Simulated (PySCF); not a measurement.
**C7H15ClSi (SMILES C[C@]([SiH3])(Cl)CC1CCC1): density, localisation and related maps**

```xyz
24

C     2.4756   -1.5585   -0.4838
C     1.5583   -0.5009    0.1107
Si    2.0476    1.2661   -0.4569
Cl    1.8757   -0.4809    1.8966
C     0.1044   -0.9048   -0.1054
C    -0.9407    0.0417    0.4662
C    -2.3866   -0.4916    0.4560
C    -2.8644    0.8538   -0.1063
C    -1.4043    1.2350   -0.3911
H     2.3483   -1.5864   -1.5648
H     2.2435   -2.5449   -0.0822
H     3.5179   -1.3375   -0.2661
H     3.4986    1.3632   -0.3086
H     1.3850    2.2481    0.3915
H     1.6766    1.4219   -1.8657
H    -0.0519   -1.8919    0.3446
H    -0.0534   -1.0070   -1.1831
H    -0.6412    0.3561    1.4669
H    -2.5195   -1.3099   -0.2499
H    -2.7979   -0.7880    1.4184
H    -3.3221    1.4860    0.6516
H    -3.5257    0.8049   -0.9689
H    -1.1383    1.1229   -1.4405
H    -1.0973    2.2223   -0.0547
```

Geometry: GFN2-xTB.

All numbers below come from PBE0/pcSseg-1, SCF density, gas phase, non-relativistic in PySCF 2.14.0.

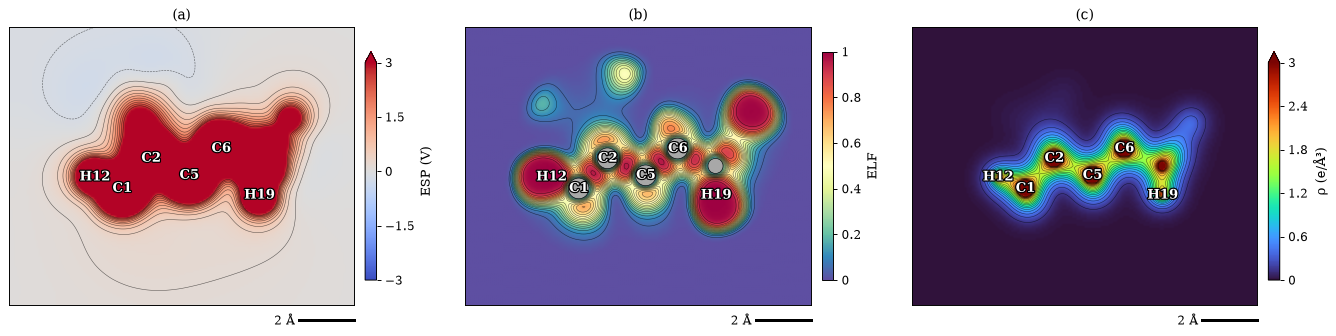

Figure 1. (a) electrostatic potential; (b) electron localisation function; (c) total electron density on the plane of atoms C1, C2 and C5. Grey discs cover the atomic cores in the ELF map.

What does the map show?

Answer.
- The section cuts through C and H sites.
- C–C (1.52 Å): the density is about 1.7 e/Å³ at the midpoint; the ELF peaks at about 0.95 between the atoms: a shared electron pair.
- C–H (1.09 Å): ρ is about 2 e/Å³ halfway; the ELF climbs to about 1 towards the hydrogen, as it does in any bond to H: an ordinary covalent bond to hydrogen.
- The potential has no marked negative region in this plane.

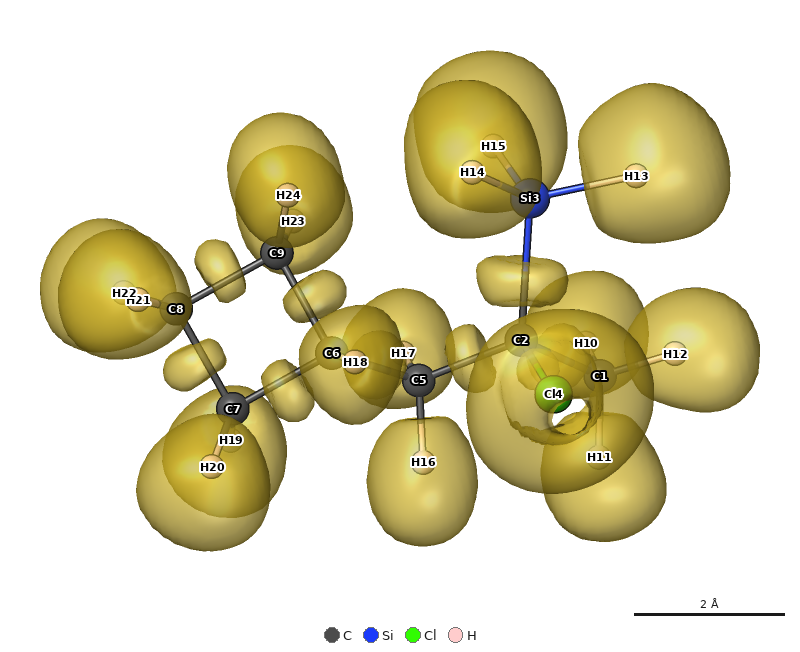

Figure 2. Isosurface of the electron localisation function at 0.8 (yellow), seen at a tilt. Only the valence region is drawn (cores and ρ < 0.01 e/Å³ removed).

Describe the localisation domains.

Answer. At this value the surface marks out seven regions between bonded C–C atoms (shared pairs), one region between bonded C–Cl atoms (shared pairs), one region between bonded C–Si atoms (shared pairs), 15 regions around hydrogen nuclei and one ring or bowl of non-bonding electrons around Cl. Along the contacts the grid gives the following. C–Cl (1.81 Å): the ELF peaks at about 0.85 between the atoms; a shared electron pair.

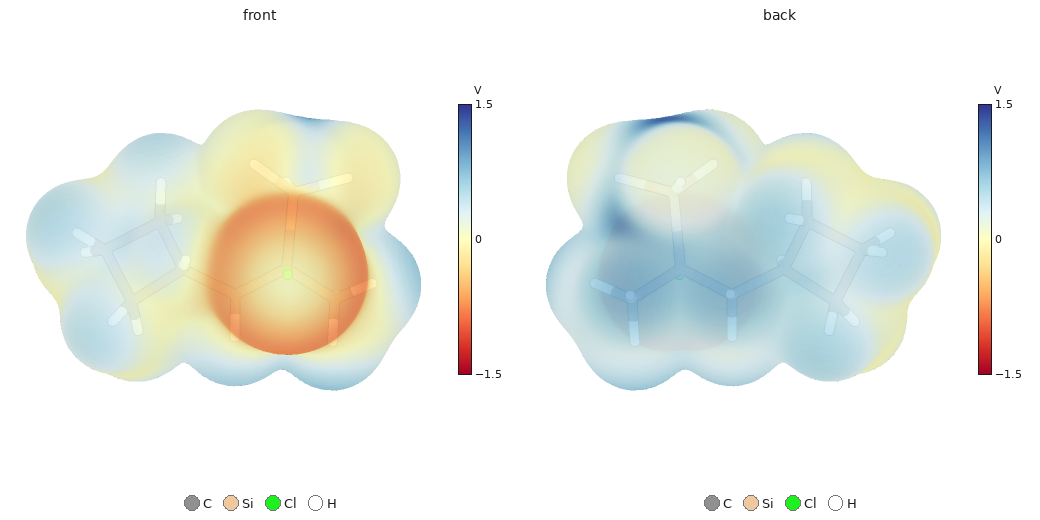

Figure 3. The molecular electrostatic potential painted on the density surface at 0.002 e/bohr³, seen from the front and from behind; the colour scale runs from red (negative) to blue (positive).

Where is the surface potential most negative and most positive?

Answer. The most negative region (about −0.8 V) lies over Cl4, the most positive (about +1.1 V) over Si3.
